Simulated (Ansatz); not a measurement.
## Electronic structure of CH4AlNS (SMILES [AlH2][N]=CS) in real space

```xyz
8

Al   -0.1907    1.9248   -0.4846
N    -0.2285    0.2248   -0.0756
C    -0.1771   -0.9764    0.2180
S     1.3440   -1.8424    0.5026
H    -0.1254    2.3056   -2.0162
H    -0.2577    2.9627    0.7043
H    -1.0603   -1.6198    0.3306
H     0.7879   -3.0364    0.7650
```

Geometry: PBE0-D4/def2-TZVP.

All numbers below come from RKS PBE0-D4/def2-TZVPP in Ansatz 0.2.0.

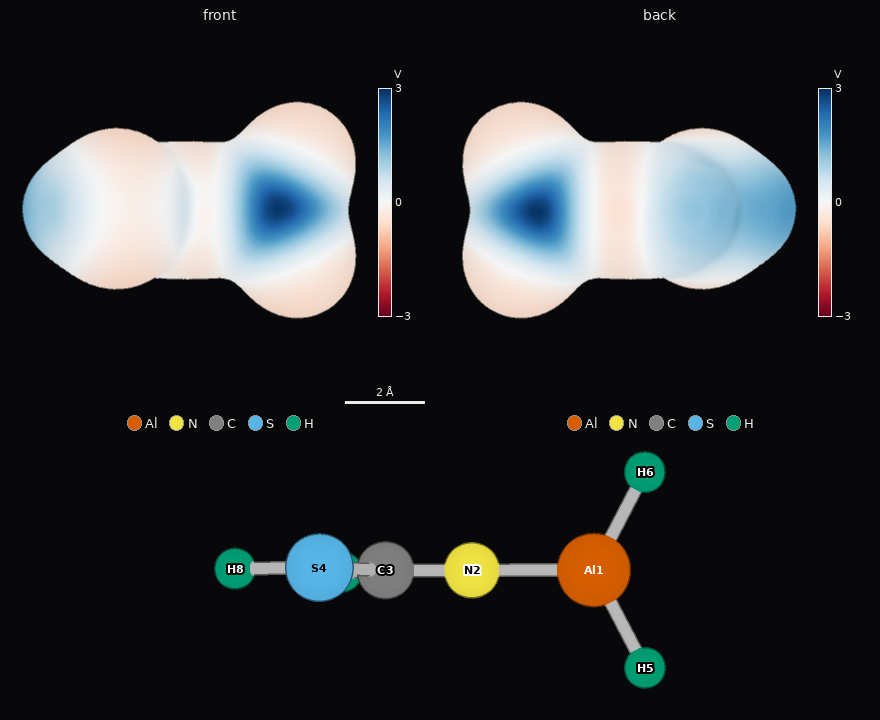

Figure 1. The molecular electrostatic potential painted on the density surface at 0.002 e/bohr³, seen from the front and from behind; red is negative and blue positive. The bare structure is drawn below in the same view.

### Which sites attract a positive test charge, and which a negative one?

A positive charge is drawn to the negative regions and a negative charge to the positive ones. The most negative region (about −0.5 V) lies over S4, H5 and H6, the most positive (about +2.8 V) over Al1.

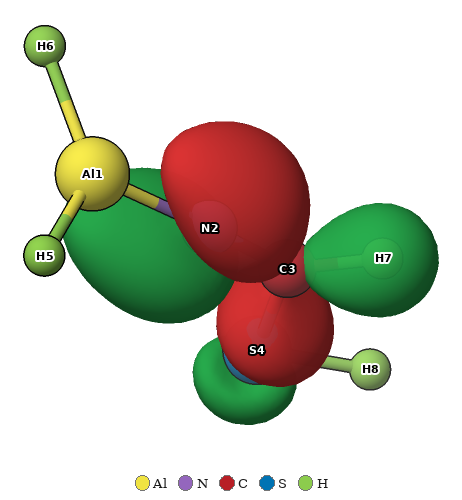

Figure 2. The HOMO at ±0.15 Å⁻³ᐟ² (green and red are the two phases), seen at an oblique angle.

### Where does this orbital lie, and at what energy?

Its weight (Hirshfeld) is mainly on N2 (about 55 %), Al1 (about 15 %), S4 (about 15 %), C3 (about 10 %) and H7 (about 5 %). Its energy is −7.05 eV.

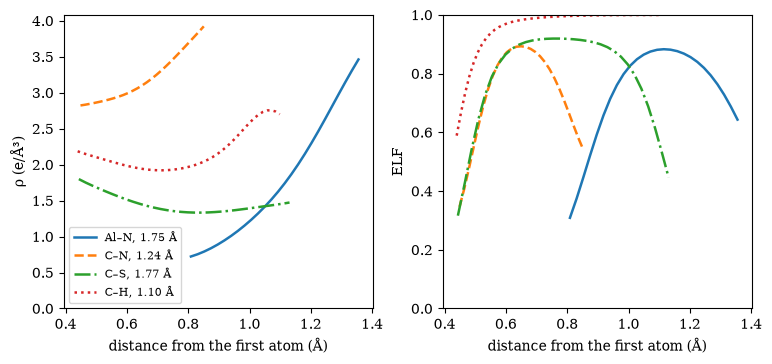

Figure 3. Total electron density and ELF along straight lines between neighbouring atoms. The curves leave out the atomic cores.

### Compare the contacts.

Al–N (1.75 Å): the density is about 0.84 e/Å³ at the midpoint; the ELF peaks at about 0.90 in the valence shell of N, 0.6 Å from its nucleus, and is about 0.50 at the midpoint.
C–N (1.24 Å): the density is about 3 e/Å³ at the midpoint; the ELF peaks at about 0.90 between the atoms: a short, multiple covalent bond.
C–S (1.77 Å): ρ is about 1.3 e/Å³ halfway; the ELF peaks at about 0.90 between the atoms; localised, covalent bonding.
C–H (1.10 Å): the density is about 2 e/Å³ at the midpoint; the ELF climbs to about 1 towards the hydrogen, as it does in any bond to H; a covalent bond by its length.
